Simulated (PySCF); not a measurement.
H3AlCl2Si, SMILES [SiH3][Al]([Cl])[Cl], singlet at its CAM-B3LYP/def2-SVP optimised geometry (Å):

```
7

Al    -1.3101    -1.5324    -1.9746
Cl    -1.8986    -3.5430    -1.9242
Cl    -1.4159    -0.5811    -3.8391
Si    -0.5086    -0.3703     0.0000
H     -0.9774     1.0435     0.0000
H      0.9828    -0.3703     0.0000
H     -0.9828    -1.0435     1.2405
```

Calculation: CAM-B3LYP/def2-TZVP run with PySCF. Cells within 0.4 Å of a nucleus heavier than hydrogen are left out (blank, or x).

Map of the electrostatic potential (hartree/e), clipped to [-0.08, 0.12] on the plane z = 0.0 Å:

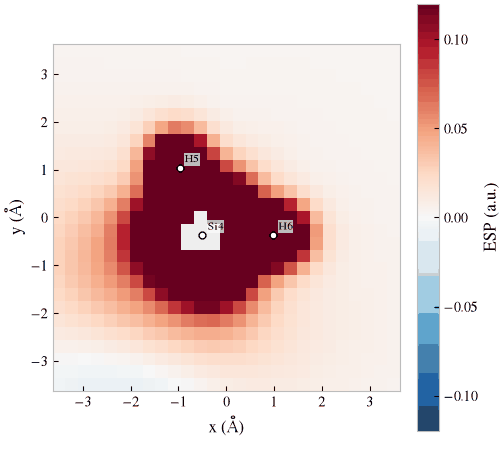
Figure: Electrostatic potential (hartree/e), clipped to [-0.08, 0.12] on the plane z = 0.0 Å.
